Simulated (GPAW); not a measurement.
**C (Fd-3m): refractive index against wavelength**

The refractive index of C (Fd-3m) below the direct gap (5.60 eV on the mesh) is read from one computed spectrum, n = √(Re ε).

Cell: a, b, c = 2.522, 2.522, 2.522 Å (primitive vectors), 2 atoms.

Method: GPAW 26.7.0, PBE, RPA, k-mesh 20×20×20, local fields up to 70 eV, Lorentzian half width 0.12 eV.

Launch of the response step: `OMP_NUM_THREADS=1 python df.py`. The run took 32 s, its band step included, on 1 thread of Arm Neoverse V1, on a shared host.

| wavelength (nm) | photon energy E (eV) | n |
| --- | --- | --- |
| 700 | 1.771 | 2.4330 |
| 633 | 1.959 | 2.4398 |
| 532 | 2.331 | ? |
| 450 | 2.755 | 2.4781 |
| 405 | 3.061 | 2.4976 |
| 365 | 3.397 | 2.5227 |
| 308 | 4.025 | 2.5830 |

In the single-oscillator model n² − 1 = E₀E_d/(E₀² − E²), so 1/(n² − 1) = E₀/E_d − E²/(E₀E_d) is linear in E².

Working, on the rows shown:

| x = E² (eV²) | y = 1/(n² − 1) |
| --- | --- |
| 3.13716 | 0.203273 |
| 3.83641 | 0.201913 |
| 7.59115 | 0.194515 |
| 9.37179 | 0.190912 |
| 11.5384 | 0.186428 |
| 16.2043 | 0.176308 |

Means: x̄ = 8.6132, ȳ = 0.19222. Σ(x − x̄)(y − ȳ) = -0.2479, Σ(x − x̄)² = 120.6. Slope = -0.2479 / 120.6 = -0.002055; intercept = ȳ − slope · x̄ = 0.20993. Turned back into n, the line misses the rows shown by at most 0.002.

Q: What does the fit predict for the withheld row, and how well does it do?

A: At x = 5.4314 the line gives y = 0.19877, that is 2.4558. The run gave 2.4556, so the interpolation is off by 0.00022, 0.1 % of the range in the table.

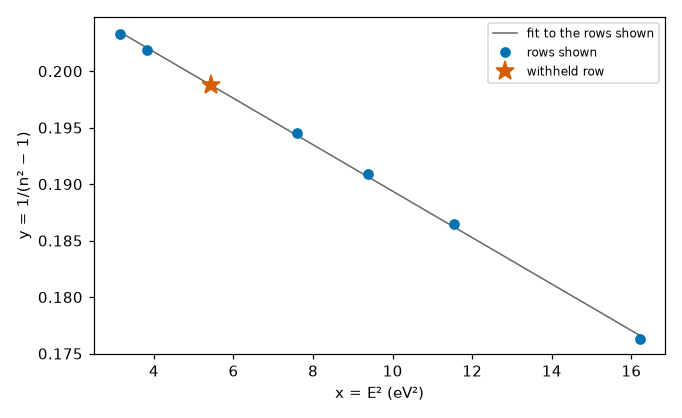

Refitted with all rows, the slope is -0.002056 and the intercept 0.20994. These give E₀ = √(intercept/−slope) = 10.10 eV and E_d = E₀/intercept = 48.1 eV; E₀ is 1.8 times the direct gap. The electronic limit at long wavelengths, without lattice vibrations, is n = √(1 + 1/intercept) = 2.401. Excitons are left out; PBE gaps are as a rule too small. The values come from a sum over the points of one k-mesh and carry its error, which grows as the direct gap shrinks. The local-field cutoff holds few shells of reciprocal vectors for this small cell, so ε∞ can read a few per cent high.
